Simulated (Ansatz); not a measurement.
**Molecular dynamics of CH₈Si₂ (part 6 of 6)**

Continued. System: CH₈Si₂. Method: RKS BHLYP-D4/def2-SVP (Ansatz 0.2.0). It belongs to a series of runs on one base structure; here: dynamics from the last frame of an earlier run.

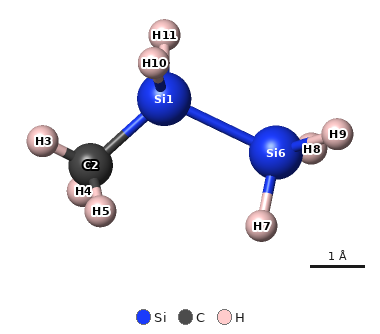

*The geometry at step 250 of the log (ball-and-stick view, seen at a tilt; atoms are numbered from 1 in the order of the input).*

## Input file
```yaml
crystal:
  periodic: [false, false, false]
  atoms:
    - { symbol: Si, position_ang: [-0.037237, 0.186652, 0.071207] }
    - { symbol: C, position_ang: [-0.110538, -0.311872, 1.884251] }
    - { symbol: H, position_ang: [-1.067977, -0.472991, 2.250856] }
    - { symbol: H, position_ang: [0.523558, -1.207993, 2.038549] }
    - { symbol: H, position_ang: [0.268958, 0.473859, 2.545632] }
    - { symbol: Si, position_ang: [2.186995, 0.026814, -0.820346] }
    - { symbol: H, position_ang: [3.056158, 0.001521, 0.376205] }
    - { symbol: H, position_ang: [2.595866, -1.13149, -1.616464] }
    - { symbol: H, position_ang: [2.207685, 1.335352, -1.687523] }
    - { symbol: H, position_ang: [-0.526662, 1.657083, 0.021788] }
    - { symbol: H, position_ang: [-0.82586, -0.685159, -0.840167] }
basis:
  gaussian: { orbitals: def2-SVP }
hamiltonian:
  xc: { name: BHLYP }
  dispersion: d4
md:
  timestep: 0.5
  n_steps: 250
  ensemble: nve
  temperature: 500.0
  initial_velocities: maxwell_boltzmann
  seed: 282993
  masses: [{ species: H, mass: 2.014 }]
```

Run as:
```bash
ansatz run input.yaml --threads 2 --pin off --max-ram 3072MiB --backend cpu --events-out ev --progress --plain --runs-dir out
```

## Key numbers

| quantity | value |
| --- | --- |
| outcome | finished |
| mean temperature over the second half | 417 K |
| trajectory | 250 steps, 125 fs |
| ensemble | nve |
| temperature in the input | 500.0 K |
| time step | 0.5 fs |
| potential energy (last step) | −16915.8318 eV |
| mean-field energy (last step) | −16915.5703 eV |
| largest force (length of the vector) (last step) | 2.457 eV/Å |
| hardware | 2 threads of Arm Neoverse V2, 24 GiB of memory available, shared host |
| wall time | 6.2 min (CPU time 12 min) |
| peak memory | 0.17 GiB |

## Notes

So short a trajectory is not equilibrated.
